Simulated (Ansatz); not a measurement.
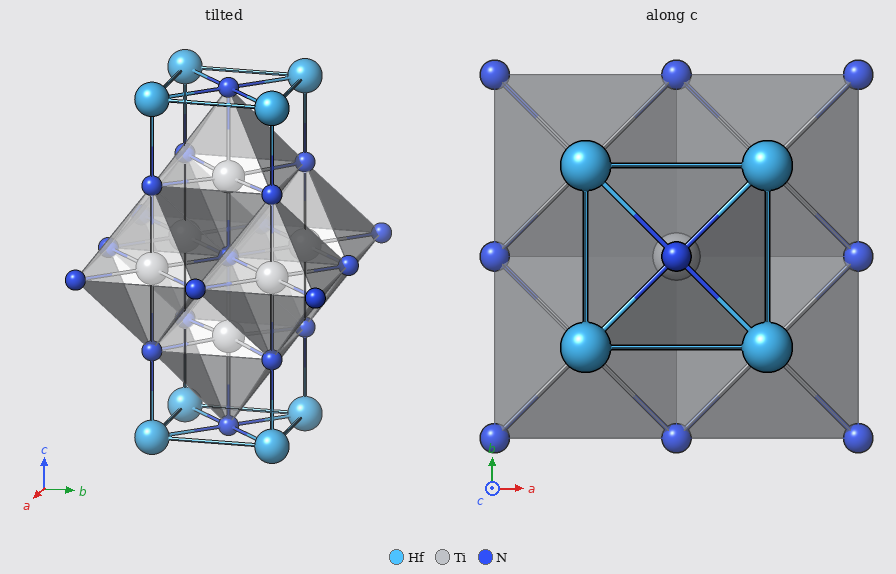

View slightly off an axis and along the c axis, drawn as a polyhedral model. The edges of the conventional unit cell are marked. A few atoms beyond the faces are included.

HfTi₃N₄, space group P4/mmm (No. 123), a = 3.074 Å, b = 3.074 Å, c = 8.676 Å, α = 90.00°, β = 90.00°, γ = 90.00°. The initial geometry was a structure type filled with these elements by a generator (whether the compound takes this form wasn't checked). Earlier steps of the study, as a rule a relaxation of our own, may have changed the cell and positions, so they can lie some per cent off the listed ones. It went into a calculation with Ansatz.

This one geometry was computed with Ansatz (DFT, plane waves, PAW) at three levels of theory: PBE, r2SCAN and PBE with spin-orbit coupling.

Question: Which level gives the highest pressure at this volume, and what does that say about its equilibrium volume?

Answer: Highest: PBE (0.0 GPa) and PBE with spin-orbit coupling (-0.1 GPa), which points to the largest equilibrium volume. Lowest, with the smallest volume: r2SCAN (-3.3 GPa). Levels within 0.5 GPa of each other can't be told apart.

Question: How does the band gap change with the level of theory?

Answer: All levels give a metal.

Question: Collect the results in a table.

Answer:
| level | cutoff (eV) | k-mesh of the run's cell | gap (eV) | pressure (GPa) |
| --- | --- | --- | --- | --- |
| PBE | 420 | 12×12×6 | metal | 0.0 |
| r2SCAN | 500 | 12×12×6 | metal | -3.3 |
| PBE with spin-orbit coupling | 420 | 12×12×6 | metal | -0.1 |

Gaps are taken on the k-mesh or band path of each run.
